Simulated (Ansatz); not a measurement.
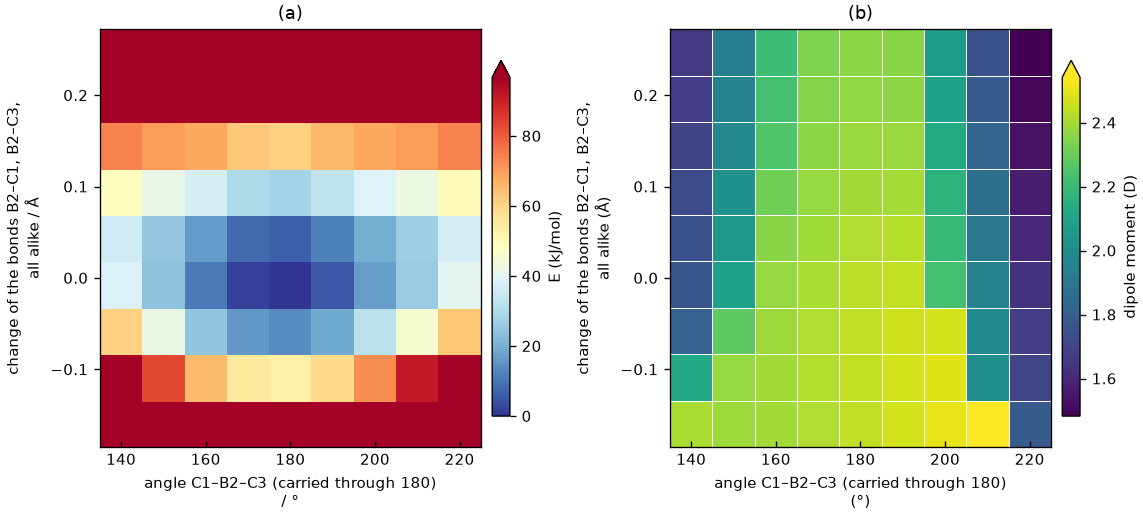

C₂H₃BS, SMILES CB=C=S. The first coordinate is: angle C1–B2–C3 (carried through 180); the second: change of the bonds B2–C1, B2–C3, all alike. Nothing is relaxed (all other coordinates rigid). Grid: 9 × 9 points. Points are written as (first, second). Energies: kJ/mol, counted from the lowest grid point. Computed with RKS r2SCAN-D4/def2-TZVP in Ansatz 0.2.0.

Panel (a) is the energy and panel (b) the computed dipole moment on the same grid.

Drawn: one coloured cell a grid point, one colour for all values above the top of the scale.

How does the dipole moment vary over the map, and what is it at the lowest grid point?

Answer. Leaving out the highest fifth of the energies, it runs from 1.50 D at (220°, 0.196 Å) to 2.49 D at (200°, −0.109 Å). At the lowest grid point, (180°, −0.007 Å), it is 2.43 D.

| second ↓, first → | 140 | 150 | 160 | 170 | 180 | 190 | 200 | 210 | 220 |
| --- | --- | --- | --- | --- | --- | --- | --- | --- | --- |
| 0.247 | 1.66 | 1.93 | 2.21 | 2.34 | 2.36 | 2.35 | 2.06 | 1.75 | 1.48 |
| 0.196 | 1.68 | 1.96 | 2.23 | 2.35 | 2.36 | 2.36 | 2.09 | 1.78 | 1.50 |
| 0.145 | 1.70 | 1.98 | 2.25 | 2.36 | 2.38 | 2.38 | 2.13 | 1.82 | 1.53 |
| 0.094 | 1.72 | 2.01 | 2.31 | 2.37 | 2.40 | 2.40 | 2.16 | 1.86 | 1.56 |
| 0.044 | 1.74 | 2.04 | 2.36 | 2.39 | 2.41 | 2.42 | 2.20 | 1.91 | 1.60 |
| −0.007 | 1.77 | 2.08 | 2.37 | 2.41 | 2.43 | 2.44 | 2.23 | 1.95 | 1.64 |
| −0.058 | 1.81 | 2.28 | 2.39 | 2.42 | 2.44 | 2.46 | 2.47 | 1.98 | 1.67 |
| −0.109 | 2.12 | 2.37 | 2.39 | 2.42 | 2.45 | 2.47 | 2.49 | 2.01 | 1.70 |
| −0.160 | 2.41 | 2.39 | 2.39 | 2.42 | 2.44 | 2.47 | 2.50 | 2.54 | 1.78 |
